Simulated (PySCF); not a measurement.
**AlBNH4F (SMILES [NH2][AlH][BH]F) at TPSS/def2-SVPD**

What is the energy change on altering one bond length of AlBNH4F at TPSS/def2-SVPD? Input form: a Python script.

The results are computed with PySCF 2.14.0.

1 further run of the same task is left out (set aside as unsound or not needed).

### 1 The system as given

AlBNH4F: 8 atoms, total charge 0, spin state singlet. SMILES: `[NH2][AlH][BH]F`. The shape is that of a PBE0-D4/def2-TZVP optimisation. This is one conformer, not always the lowest.

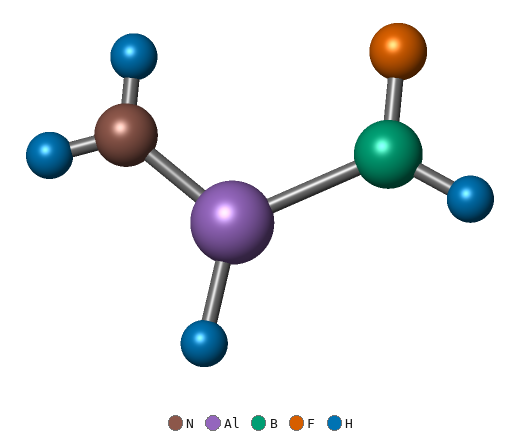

The structure, seen from a chosen angle (nitrogen brown, aluminium purple, boron teal, fluorine orange, hydrogen blue).

### 2 A single-point energy at TPSS/def2-SVPD

Input file run.py:

```python
# [NH2][AlH][BH]F
from pyscf import gto, dft

mol = gto.M(
    atom='''
N     -1.955678     2.339481     0.336560
Al     0.677278     0.467140     1.203756
B      1.557134    -2.718560    -1.220574
F      0.041763    -3.199306    -3.166236
H     -2.580421     3.874128     1.274431
H     -3.050963     2.009724    -1.186181
H      2.172051     1.284069     3.677785
H      3.313068    -4.164578    -1.024987
''',
    basis='def2-svpd',
    unit='bohr',
    max_memory=1860,
    verbose=3,
    charge=0,
)

calc0 = dft.RKS(mol)
calc0.xc = 'tpss'
calc0.conv_tol = 1e-10
calc0.grids.level = 5
calc0.kernel()
if not calc0.converged:
    calc0 = calc0.newton().run(calc0.mo_coeff, calc0.mo_occ)

energy = calc0.e_tot
print('E(%s) = %.9f' % ('TPSS', energy))
```

Launch:

```sh
$ OMP_NUM_THREADS=1 python run.py
```

The program printed:

```text
converged SCF energy = -424.176361711954
E(TPSS) = -424.176361712
```

It took 46 s on 1 thread of Intel Xeon at 2.70GHz, shared host; peak memory 0.71 GiB.

### 3 The distorted shape at the same level

Input file job.py:

```python
from pyscf import gto, dft

mol = gto.M(
    atom=[
    ('N', (-1.778266, 1.850165, 0.095299)),
    ('Al', (-0.384966, 0.859365, 0.554199)),
    ('B', (0.080634, -0.826435, -0.728701)),
    ('F', (-0.721266, -1.080835, -1.758301)),
    ('H', (-2.108866, 2.662265, 0.591599)),
    ('H', (-2.357866, 1.675665, -0.710501)),
    ('H', (0.406034, 1.291665, 1.863399)),
    ('H', (1.753200, -2.203800, -0.542400)),
],
    max_memory=1860,
    verbose=3,
    basis='def2-svpd',
)

mf = dft.RKS(mol, xc='tpss')
mf.grids.level = 5
mf.conv_tol = 1e-10
mf.kernel()
if not mf.converged:
    mf = mf.newton().run(mf.mo_coeff, mf.mo_occ)

e_final = mf.e_tot
print('E(%s) = %.9f' % ('TPSS', e_final))
```

Launch:

```sh
$ OMP_NUM_THREADS=1 python job.py
```

The program printed:

```text
converged SCF energy = -424.075590807557
E(TPSS) = -424.075590808
```

Wall time 52 s (1 thread of Intel Xeon at 2.70GHz, shared host); peak memory 0.71 GiB.

### 4 Summary of results

At TPSS/def2-SVPD:

| quantity | value |
| --- | --- |
| first shape: total energy | -424.17636 Eh |
| first shape: dipole moment | 1.01 D |
| first shape: HOMO energy | -6.18 eV |
| first shape: LUMO energy | -2.82 eV |
| first shape: HOMO–LUMO gap | 3.35 eV |
| distorted shape: total energy | -424.07559 Eh |
| distorted shape: dipole moment | 3.68 D |
| distorted shape: HOMO energy | -5.71 eV |
| distorted shape: LUMO energy | -3.32 eV |
| distorted shape: HOMO–LUMO gap | 2.40 eV |
| energy change with the B3–H8 bond stretched from 1.208 to 2.175 Å | 2.742 eV |

With the B3–H8 bond stretched from 1.208 to 2.175 Å the energy rises by 2.74 eV (63 kcal/mol). The first shape isn't relaxed at this level, so the change isn't measured from a minimum. Mulliken charges (first shape) run from -0.33 on F4 to +0.45 on Al2; in a basis this large or diffuse they mean little. Mulliken charges (distorted shape) run from -0.31 on F4 to +0.48 on Al2; in a basis this large or diffuse they mean little.
